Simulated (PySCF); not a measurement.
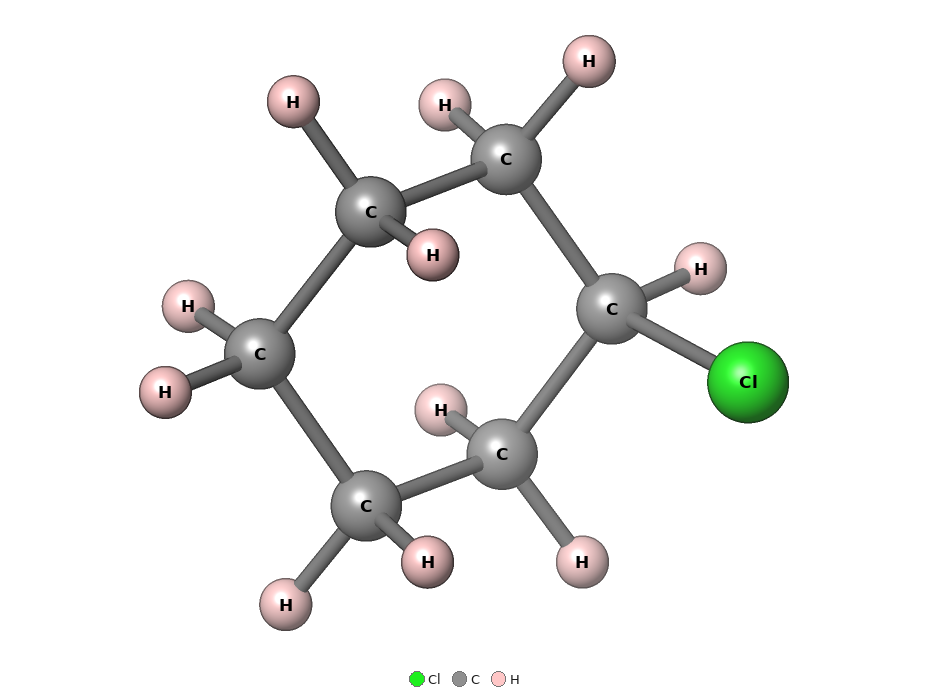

Orthographic view. Depth is shown by fading: the farther an atom, the more it takes the colour of the background. Computed geometry: PBE0-D3(BJ)/def2-TZVP optimisation. No frequency run is at hand to confirm it as a minimum.

**Give the standard InChI.**

InChI=1S/C6H11Cl/c7-6-4-2-1-3-5-6/h6H,1-5H2
